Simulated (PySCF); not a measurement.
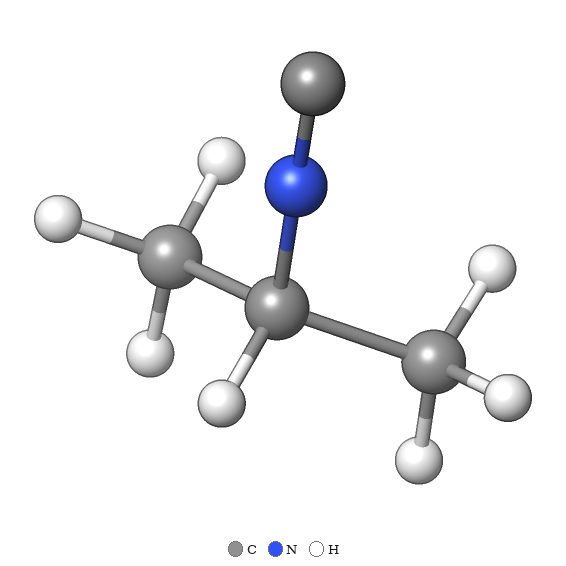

Every bond is drawn as one stick, whatever its order.

The computed structure is the end point of a PBE0-D3(BJ)/def2-SVP optimisation. No frequency run is at hand to confirm it as a minimum.

What is the molecular formula?

Answer. C₄H₇N, 12 atoms: 4 carbon, 7 hydrogen and 1 nitrogen.

Give a SMILES string for it.

Answer. [C-]#[N+]C(C)C

Which point group does it belong to?

Answer. Cs.

The parts below concern this one geometry. Atoms keep their numbers from picture to picture.

Shape

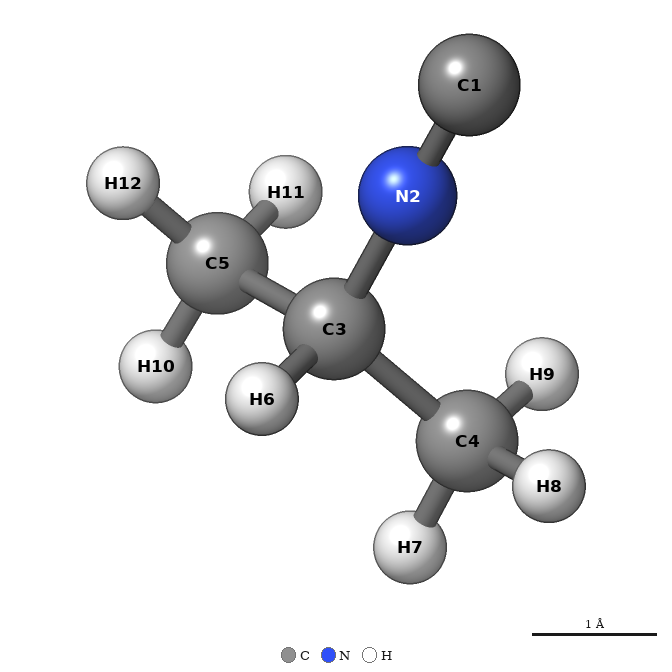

Atoms carry their numbers in the input. No frequency run is at hand to confirm it as a minimum.

Estimate the angles C1–N2–C3, N2–C3–C4, N2–C3–H6, C4–C3–C5, C4–C3–H6, C3–C4–H7, C3–C4–H9, C3–C4–H8.

```json
{"angle": "C1–N2–C3", "degrees": "178.9"}
{"angle": "N2–C3–C4", "degrees": "110.0"}
{"angle": "N2–C3–H6", "degrees": "106.4"}
{"angle": "C4–C3–C5", "degrees": "112.8"}
{"angle": "C4–C3–H6", "degrees": "108.7"}
{"angle": "C3–C4–H7", "degrees": "109.9"}
{"angle": "C3–C4–H9", "degrees": "110.4"}
{"angle": "C3–C4–H8", "degrees": "111.0"}
```

Electronic properties

No frequency run is at hand to confirm it as a minimum. Level of theory: B3LYP/pcJ-1, gas phase (PySCF 2.14.0).

Predict the main results.

- dipole moment: 3.86 D
- HOMO energy (Kohn–Sham orbital): −8.20 eV
- LUMO energy (Kohn–Sham orbital): 0.42 eV
- HOMO–LUMO gap: 8.62 eV

Spin–spin coupling

No frequency run is at hand to confirm it as a minimum. Level of theory: B3LYP/pcJ-1 indirect spin-spin coupling, non-relativistic, gas phase (PySCF 2.14.0). Isotopes: 13C, 1H, 15N.

Give the spin–spin coupling constants of these pairs, with the number of bonds between them: C1/N2, N2/C3, N2/H6, N2/H9, N2/H10, N2/H8, N2/H12, N2/H7, N2/H11.

```
   pair  bonds apart  J (Hz)
 C1, N2            1    −8.1
 N2, C3            1   −12.4
 N2, H6            2     2.0
 N2, H9            3    −1.3
N2, H10            3    −6.7
 N2, H8            3    −1.2
N2, H12            3    −1.2
 N2, H7            3    −6.7
N2, H11            3    −1.3
```

Quadrupole coupling

No frequency run is at hand to confirm it as a minimum. Electric field gradients from the ground-state density, B3LYP/pcJ-1 (PySCF 2.14.0), non-relativistic apart from any core potentials.

Give the largest field-gradient component, the quadrupole coupling constant and the asymmetry for 14N at N2 (Q = 20.44 mb), 2H at H6 (Q = 2.86 mb), 2H at H7 (Q = 2.86 mb), 2H at H8 (Q = 2.86 mb), 2H at H9 (Q = 2.86 mb).

| atom | V_zz (a.u.) | e²qQ/h (MHz) | η |
| --- | --- | --- | --- |
| N2 | 0.115 | 0.555 | 0.08 |
| H6 | 0.263 | 0.177 | 0.05 |
| H7 | 0.282 | 0.189 | 0.05 |
| H8 | 0.281 | 0.189 | 0.04 |
| H9 | 0.279 | 0.187 | 0.04 |
